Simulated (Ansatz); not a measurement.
Input of the run:

```
crystal:
  lattice:
    - [2.85167488, 4.9392342, 0.0]
    - [-2.85166583, 4.9392342, 0.0]
    - [0.0, 0.0, 7.00953366]
  atoms:
    - { symbol: Nb, position: [0.3333, 0.3334, 0.174] }
    - { symbol: Nb, position: [0.6667, 0.6666, 0.826] }
    - { symbol: Mn, position: [0.0, 0.0, 0.5] }
    - { symbol: Sr, position: [0.0, 0.0, 0.0] }
    - { symbol: Sr, position: [0.3333, 0.3334, 0.6659] }
    - { symbol: Sr, position: [0.6667, 0.6666, 0.3341] }
    - { symbol: O, position: [0.5, 0.5, 0.0] }
    - { symbol: O, position: [0.0, 0.5, 0.0] }
    - { symbol: O, position: [0.5, 0.0, 0.0] }
    - { symbol: O, position: [0.1732, 0.1732, 0.3216] }
    - { symbol: O, position: [0.6536, 0.1732, 0.3216] }
    - { symbol: O, position: [0.1732, 0.6536, 0.3216] }
    - { symbol: O, position: [0.3464, 0.8268, 0.6784] }
    - { symbol: O, position: [0.8268, 0.8268, 0.6784] }
    - { symbol: O, position: [0.8268, 0.3464, 0.6784] }
  symmetry: { tolerance: 0.0003 }
kpoints:
  mp_grid: { grid: [7, 7, 5], shift: [0, 0, 0] }
magnetization:
  spin_polarized: false
scf:
  occupations: { method: fermi_dirac }
  lower_state_search: "off"
  max_iter: 200
hamiltonian:
  pseudopotentials: { kind: paw }
  xc: r2scan
basis:
  ecutwfc: 500
  fft_grid_basis: typed
output:
  forces: true
  stress: true
  eigenvalues: true
  bader: true
  populations: true
  elf: true
  write_potential: true
  volumetric_format: npy
  dos:
    e_range: [-12, 8]
    de: 0.05
    projected: { site_lists: { Mn: [Mn], Nb: [Nb], O: [O], Sr: [Sr] } }
  write_density: true
checkpoint:
  read: saved_state
```

Run as:
```bash
ansatz run input.yaml --threads 1 --pin off --max-ram 2560MiB --backend cpu --events-out ev --progress --plain --runs-dir out
```

What Bader charges does it give?

The Bader charges are Nb +2.80 e, Sr +1.66 e, Mn +1.44 e and O from −1.38 to −1.31 e. Summed over the cell, Nb gives up most (5.6 e) and O takes most (12.0 e).

The structure was built from a prototype or by substitution, so it need not be a known phase. The atoms aren't at rest in this cell (largest force 2.4 eV/Å), so the relaxed material can differ.

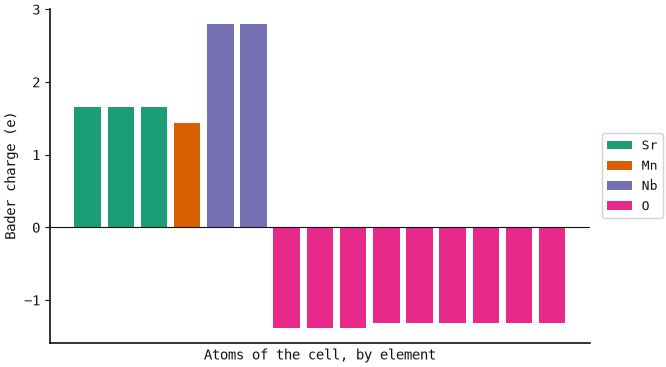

Bader charges of the atoms (positive: electrons lost).
